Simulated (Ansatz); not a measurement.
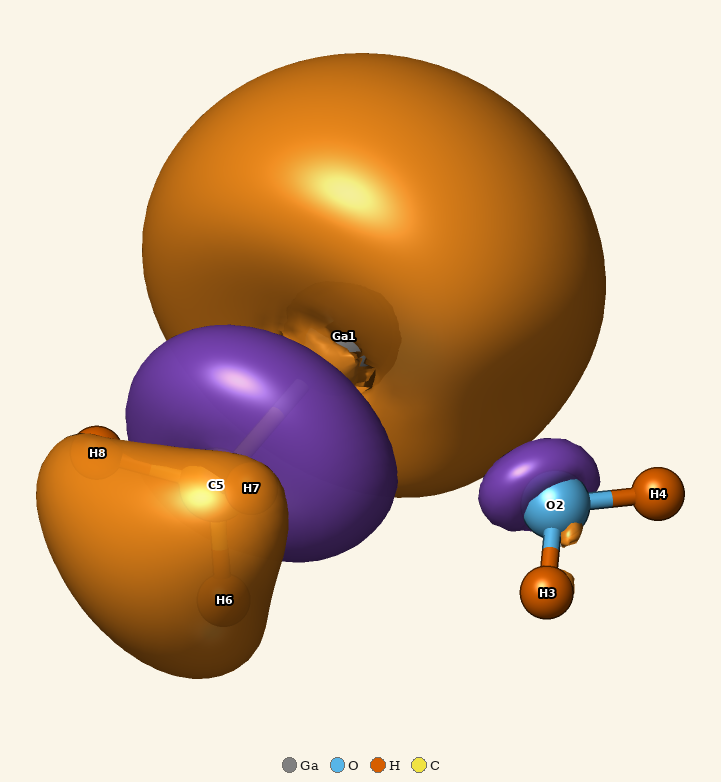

*CH3Ga···H2O. The HOMO at ±0.06 Å⁻³ᐟ² (orange and purple are the two phases), seen at a tilt.*

Theory: RHF/def2-SVP in Ansatz 0.2.0.

```yaml
atoms:
  - { symbol: Ga, position_ang: [0.3696, -0.1816, -1.5241] }
  - { symbol: O, position_ang: [0.8366, -0.0891, 0.9328] }
  - { symbol: H, position_ang: [0.1920, -0.0108, 1.6220] }
  - { symbol: H, position_ang: [1.6881, -0.1498, 1.3410] }
  - { symbol: C, position_ang: [-1.5886, 0.0097, -0.9058] }
  - { symbol: H, position_ang: [-1.8919, -0.8195, -0.2538] }
  - { symbol: H, position_ang: [-1.7508, 0.9431, -0.3518] }
  - { symbol: H, position_ang: [-2.2715, 0.0166, -1.7627] }
```

**Where does this orbital lie, and at what energy?**

By Hirshfeld shares it lies mainly on Ga1 (about 75 %) and C5 (about 20 %). Its energy is −6.94 eV.
